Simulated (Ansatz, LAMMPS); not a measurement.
# An extra electron or hole in glassy 57SiO2-27Al2O3-16BaO (mol %) (149 atoms), part 4 of 4

Does an extra electron or hole in glassy 57SiO2-27Al2O3-16BaO (mol %) (149 atoms) stay spread out, or do the atoms trap it?

Ansatz 0.2.0; Kohn-Sham DFT, PBE, PAW (set soft_1), plane waves.

The cell: 25 Si, 24 Al, 7 Ba and 93 O. The quench rate of 25 K/ps is many orders above laboratory rates. The network of bonds at the start is that of the classical potential that made the cell. Sampling is at Γ alone, for a cell whose shortest periodic width is 13 Å. The levels lack spin–orbit coupling.

So far. Step 10 (An extra hole, atoms relaxed): The relaxation converged after 13 steps, 0.185 eV below its start, with a largest force component of 0.034 eV/Å. Step 10 (An extra hole, atoms relaxed): An extra hole, atoms relaxed: the energy stands 4.66 eV below that of the reference, with a moment of 1.00 μB.

**11. An extra hole, levels at the relaxed geometry**

A single point at the new geometry gives levels and spin density.

Input file input.yaml:

```yaml
crystal:
  lattice:
    - [12.514, 0.0, 0.0]
    - [0.0, 12.514, 0.0]
    - [0.0, 0.0, 12.514]
  atoms:
    - { symbol: Si, position: [0.63628, 0.2429, 0.0114] }
    - { symbol: Si, position: [0.48618, 0.49564, 0.38744] }
    - { symbol: Si, position: [0.55593, 0.72845, 0.6694] }
    - { symbol: Si, position: [0.19437, 0.24981, 0.42385] }
    - { symbol: Si, position: [0.6043, 0.39254, 0.81336] }
    - { symbol: Si, position: [0.88216, 0.71946, 0.89295] }
    [... 137 atom lines left out ...]
    - { symbol: O, position: [0.48423, 0.92435, 0.05172] }
    - { symbol: O, position: [0.9064, 0.69816, 0.59686] }
    - { symbol: O, position: [0.29297, 0.24051, 0.51543] }
    - { symbol: O, position: [0.62952, 0.8296, 0.36516] }
    - { symbol: O, position: [0.16265, 0.36799, 0.38786] }
    - { symbol: O, position: [0.76153, 0.03365, 0.35361] }
total_charge: 1
kpoints:
  mp_grid: { grid: [1, 1, 1] }
hamiltonian:
  xc: pbe
  pseudopotentials: { kind: paw, azcp: { folder: soft_1 } }
scf:
  occupations: { method: fermi_dirac, width: 0.01 }
  lower_state_search: "off"
output:
  forces: true
  stress: true
  populations: true
  dos:
    method: { smearing: { sigma: 0.15 } }
    de: 0.1
    projected: { site_lists: { Al: [Al], Ba: [Ba], O: [O], Si: [Si] } }
  eigenvalues: true
  write_density: true
  write_potential: true
  volumetric_format: npy
magnetization:
  spin_polarized: true
  initial_magnetization: 1
```

Command:

```bash
> ansatz run input.yaml --threads 8 --pin off --max-ram 15872MiB --backend cpu --events-out ev --progress --plain --runs-dir out
```

Numbers of over 12 decimals in the logs are rounded to 6 here.

The program printed:

```text
[...]
Crystal: 149 atoms, lattice volume = 1959.695 Å³
Basis set: ecut = 420 eV, 38401 PW (Γ), exchange–correlation on 180×180×180 points (8 copies of the dense FFT grid, shifted against one another)
Bands: 549, of which v1, the nominal top of the filled ones, is band 400 counted from 1 (399 counted from 0)
Symmetry: 1 space group operations
[...]
k-points: 1
[...]
Starting moments: Σ|m| = 1 μB on 149 of 149 sites
[...]
SCF iter   1: F=—  HF=-123492.593056 eV  |F-HF|=—  |Δ(HF+E_count)|=         —  Δρ=5.39e-2 (↑5.39e-2 ↓5.38e-2)  dr2=2.80e2  dr2_m=2.25e-1  M=1.000 μB ∫|m|=1.042 μB  β_m=1.00  ethr=3.10e-3  ⟨swp⟩=8.0  Hψ=5816  notcnv=0  defer=246
[...]
SCF iter   4: F=—  HF=-123421.148501 eV  |F-HF|=—  |Δ(HF+E_count)|=    5.94e0  Δρ=1.72e-2 (↑1.38e-2 ↓1.72e-2)  dr2=4.02e1  dr2_m=4.95e-1  M=0.998 μB ∫|m|=1.121 μB  β_m=0.30  ethr=3.10e-3  ⟨swp⟩=2.0  Hψ=1646  notcnv=0  defer=290
[...]
SCF iter  15: F=—  HF=-123409.446161 eV  |F-HF|=—  |Δ(HF+E_count)|=   1.88e-1  Δρ=7.12e-3 (↑2.04e-3 ↓7.12e-3)  dr2=2.74e0  dr2_m=1.78e-1  M=0.999 μB ∫|m|=1.099 μB  β_m=0.30  ethr=2.54e-4  ⟨swp⟩=2.0  Hψ=1277  notcnv=0  defer=288
[...]
SCF iter  17: F=—  HF=-123409.429016 eV  |F-HF|=—  |Δ(HF+E_count)|=   9.25e-2  Δρ=6.22e-3 (↑1.36e-3 ↓6.22e-3)  dr2=1.61e0  dr2_m=1.96e-1  M=1.000 μB ∫|m|=1.111 μB  β_m=0.19  ethr=2.54e-4  ⟨swp⟩=2.0  Hψ=1415  notcnv=0  defer=288
[...]
SCF iter  57: F=-123409.278269 eV  HF=-123409.278269 eV  |F-HF|=4.34e-8  |Δ(HF+E_count)|=   1.71e-8  Δρ=6.95e-7 (↑3.04e-7 ↓6.95e-7)  dr2=5.68e-8  dr2_m=1.69e-9  M=0.999 μB ∫|m|=1.092 μB  β_m=0.50  ethr=1.25e-11  ⟨swp⟩=29.0  Hψ=11012  notcnv=0
SCF iter  58: F=-123409.278269 eV  HF=-123409.278269 eV  |F-HF|=1.77e-8  |Δ(HF+E_count)|=   5.79e-9  Δρ=4.25e-7 (↑1.93e-7 ↓4.25e-7)  dr2=2.23e-8  dr2_m=6.56e-10  M=0.999 μB ∫|m|=1.092 μB  ethr=7.11e-12  ⟨swp⟩=5.5  Hψ=5495  notcnv=0
SCF 1 converged in 58 iterations: F = -123409.278269 eV  dr2 = 2.23e-8
[...]
SCF converged after 58 iterations
Magnetization: 0.9995 μB (399.9997 up, 399.0003 down)
Absolute magnetization: 1.0928 μB (∫|ρ↑−ρ↓|, with the PAW one-centre terms)
[...]
Per-site moments (μB) at R_I (Å): [(-1.0561734069294095e-6, 0.654260), (8.212947886528002e-6, 0.656112), (-4.230415713068445e-6, 0.659718), (4.657650494873866e-6, 0.658395), (-4.6357885318285186e-7, 0.663767), [...]
Free energy (F): -123409.278269 eV
[...]
Internal energy: -123409.264511 eV  (E = F + TS)
E sigma→0 (E₀):  -123409.271390 eV
Entropy (-TS):   -0.013758 eV (-0.092 meV/atom)
Fermi energy:    4.565942 eV
[...]
Σ components = -123409.278269   (vs F -123409.278269, Δ=0.00e0)
--- Forces (eV/Å), atoms counted from 1 ---
  atom   1  Si     0.00976477    -0.00758698     0.01622679
  atom   2  Si    -0.00031303     0.00869758     0.00349541
  atom   3  Si     0.01366459    -0.01357364     0.00443581
  atom   4  Si    -0.00038251     0.02243187    -0.00029866
[...]
atom 149  O      0.00994689     0.00479048     0.01049771
  max |Σ_I F_I| component: 3.35e-5 eV/Å
--- Stress (GPa, compression-positive) ---
        0.829492       0.522893      -0.113311
        0.522899       2.499353       0.540773
       -0.113311       0.540770       1.815781
  P = ⅓ Tr σ = 1.7149 GPa (17.149 kbar)
--- Band table (eV) ---
[...]
--- Löwdin populations: 149 sites ---
  site symbol       q [e]    m [muB]
     0     Si      2.3353    -0.0001
     1     Si      2.3057    -0.0004
     2     Si      2.3053    -0.0001
[...]
148      O      6.8058     0.0011
  spilling = 0.011634 (of n_electrons = 799.000000)
```

The job ended after 66 s (8 threads of INTEL XEON PLATINUM 8581C at 2.30GHz (Emerald Rapids), shared host; peak memory 5.4 GiB).

An extra hole, levels at the relaxed geometry: the energy stands 4.66 eV below that of the reference, with a moment of 1.00 μB.

Local excerpt of 14 atoms (numbers count through the whole input) about O106, which holds the most spin; x, y, z are measured from there.

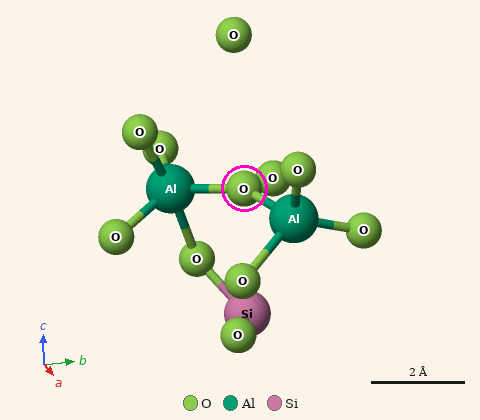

The atoms of the table, within 3.4 Å (arrows a, b, c point along x, y, z); some may hide others; the central atom is ringed.

```csv
atom,x,y,z,distance (Å),Löwdin charge (e),moment (μB)
O106,0.00,0.00,0.00,0.00,-0.73,0.27
Al41,1.54,0.73,-0.30,1.73,1.38,0.00
Al48,-1.06,-1.40,-0.18,1.77,1.31,0.00
O93,-0.38,-2.20,1.39,2.63,-0.80,0.10
O129,-1.64,-0.73,-2.01,2.70,-0.76,0.02
O100,1.21,2.35,-0.83,2.77,-0.78,0.02
O94,2.57,0.63,1.13,2.88,-0.82,0.01
O62,2.52,-0.67,-1.29,2.91,-0.76,0.00
O112,-0.23,-2.83,-0.88,2.97,-0.79,0.00
O92,-2.78,-1.21,0.20,3.04,-0.94,0.00
O104,0.66,-0.38,-3.10,3.19,-0.73,0.00
Si10,-0.88,0.18,-3.12,3.25,1.69,0.00
O147,-1.18,0.14,3.13,3.35,-0.94,0.00
O144,-3.00,1.33,-0.79,3.37,-0.92,0.04
```

The distance from O106 to O93 changes most, from 2.76 Å in the neutral cell to 2.63 Å.

The levels nearest the highest filled one (over half full), pooled over k-points and spins:

```csv
level less the highest filled one (eV),occupation
-0.107,1
-0.0758,1
-0.0339,0.983
0,0.664
0.0129,0.353
3.97,0
3.98,0
4.80,0
```

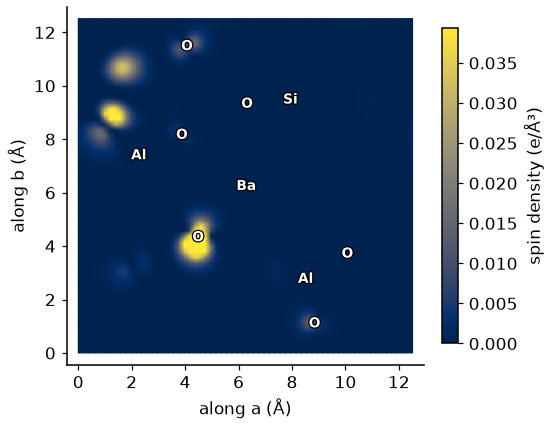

Spin density in the ab plane at fractional z = 0.190, with atoms of Si and Al and Ba and O within 0.2 Å of it. The map starts off the cell's origin, so that atoms lie inside it.

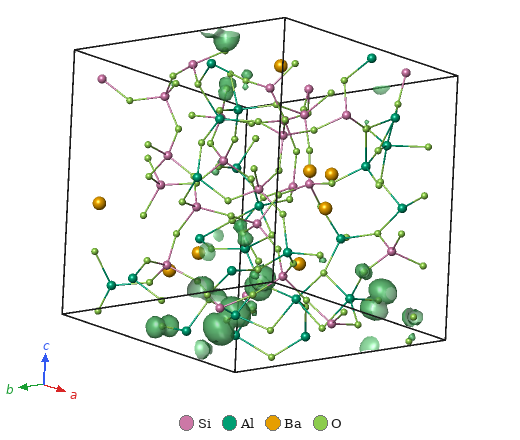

Surface of spin density = 0.014 e/Å³, which holds about 70 % of the integral of its size. Bonds to atoms that aren't drawn are left out.

**12. Neutral at the geometry of the hole**

The neutral cell at the new geometry gives the energy of that geometry without the charge.

input.yaml, the sections that differ from step 11:

```yaml
crystal:
  lattice:
    - [12.514, 0.0, 0.0]
    - [0.0, 12.514, 0.0]
    - [0.0, 0.0, 12.514]
  atoms:
    [... the 149 atom lines of step 11 ...]
scf:
  occupations: { method: gaussian, width: 0.025 }
output:
  forces: true
  stress: true
  populations: true
  dos:
    method: { smearing: { sigma: 0.15 } }
    de: 0.1
    projected: { site_lists: { Al: [Al], Ba: [Ba], O: [O], Si: [Si] } }
  eigenvalues: true
# kpoints, hamiltonian: as in step 11
# total_charge: removed
# magnetization: removed
```

The program printed:

```text
[...]
Crystal: 149 atoms, lattice volume = 1959.695 Å³
Basis set: ecut = 420 eV, 38401 PW (Γ), exchange–correlation on 180×180×180 points (8 copies of the dense FFT grid, shifted against one another)
Bands: 549, of which v1, the nominal top of the filled ones, is band 400 counted from 1 (399 counted from 0)
Symmetry: 1 space group operations
[...]
k-points: 1
[...]
SCF iter   1: F=—  HF=-123485.025781 eV  |F-HF|=—  |Δ(HF+E_count)|=         —  Δρ=1.06e-1  dr2=2.68e2  ethr=3.10e-3  ⟨swp⟩=8.0  Hψ=2908  notcnv=0  defer=124
[...]
SCF iter  12: F=—  HF=-123404.251252 eV  |F-HF|=—  |Δ(HF+E_count)|=   7.38e-7  Δρ=4.17e-6  dr2=2.69e-7  ethr=1.25e-11  ⟨swp⟩=23.0  Hψ=4652  notcnv=0
SCF iter  13: F=-123404.251252 eV  HF=-123404.251252 eV  |F-HF|=8.13e-9  |Δ(HF+E_count)|=   5.24e-9  Δρ=1.14e-6  dr2=2.52e-8  ethr=1.25e-11  ⟨swp⟩=2.0  Hψ=1738  notcnv=0
SCF 1 converged in 13 iterations: F = -123404.251252 eV  dr2 = 2.52e-8
[...]
SCF converged after 13 iterations
Free energy (F): -123404.251252 eV
[...]
Internal energy: -123404.251252 eV  (E = F + TS)
E sigma→0 (E₀):  -123404.251252 eV
Fermi energy:    7.185869 eV
[...]
Σ components = -123404.251252   (vs F -123404.251252, Δ=0.00e0)
--- Forces (eV/Å), atoms counted from 1 ---
  atom   1  Si     0.20968690    -0.12326776     0.14900753
  atom   2  Si     0.23114074     0.35076790    -0.13721009
  atom   3  Si     0.13002565     0.08756437     0.14817448
  atom   4  Si    -0.07664674     0.04983943    -0.11561747
[...]
atom 149  O     -0.00900371     0.00178930     0.15614401
  max |Σ_I F_I| component: 4.94e-5 eV/Å
--- Stress (GPa, compression-positive) ---
        0.395088       0.467561      -0.106359
        0.467566       2.198555       0.438791
       -0.106358       0.438789       1.534488
  P = ⅓ Tr σ = 1.3760 GPa (13.760 kbar)
--- Band table (eV) ---
[...]
--- Löwdin populations: 149 sites ---
  site symbol       q [e]
     0     Si      2.3388
     1     Si      2.3112
     2     Si      2.3079
[...]
148      O      6.8065
  spilling = 0.011732 (of n_electrons = 800.000000)
```

The job ended after 17 s (8 threads; peak memory 3.2 GiB; 2 min of CPU time).

Neutral at the geometry of the hole: the energy stands 0.372 eV above that of the reference.

**13. Energies and spread of the extra charge**

Energies are differences within one cell and functional; the shift is the gain plus the neutral cell's energy at the new geometry, that is how much cheaper the vertical process becomes there. The spread is the participation number of the site moments (1/Σw², over the spin inside atomic spheres), with the atom that holds the largest share and the spin that the spheres hold in all.

```csv
carrier,"charged less neutral, atoms held (eV)",gain on relaxing (eV),"neutral cell at that geometry, less the reference (eV)",shift of the vertical energy (eV),"spread, atoms held","spread, relaxed"
electron,8.490,0.009,0.008,0.017,-,-
hole,-4.470,0.185,0.372,0.557,17; O106 16 % of 0.78 μB,6; O106 34 % of 0.80 μB
```

**14. Findings**

The extra electron gains 0.0086 eV as the atoms relax: so small a gain shows no trapping at this level. The cell with the electron keeps a moment of only 0.08 μB where one unpaired electron should give 1 μB: the carrier is shared between both spins, which can hide trapping. The extra hole gains 0.18 eV as the atoms relax, and its spin goes from about 17 to 6 atoms: a partial localisation as the atoms move, with the largest share on O106. The O106–O93 distance goes from 2.76 to 2.63 Å. The hole is shared among 2 partly filled levels, as near-degenerate levels under the smearing give, and as self-interaction favours. Adding the two vertical energies gives 4.02 eV, against a gap of 3.60 eV in the neutral cell. The zero of the potential cancels in this sum; the excess isn't taken apart here: charging of a small cell, filling of bands on a coarse mesh and the attraction to the background can all enter.

Caveats: Single energies of charged cells hang on the program's zero of potential. In the spin-polarised runs the search for a state of lower energy was switched off. No distortion was seeded, so a trapped state behind a barrier can't be found. Local and semilocal functionals favour spread-out charges, so trapping can be missed. The pressure of 1.6 GPa means that a free cell would grow at this level. Charged cells carry a uniform background, with no correction for images.

The DFT runs together took 16 min of wall time.

[Logs are printed without paths, hosts, clocks, repeated set-up lines and the standing remarks that a program may print on its own settings, such as how far it seeks lower states.]

[Hosts, paths, dates, database ids (printed as entryN), source tags and the programs' standing remarks are cut or masked in the printed files.]
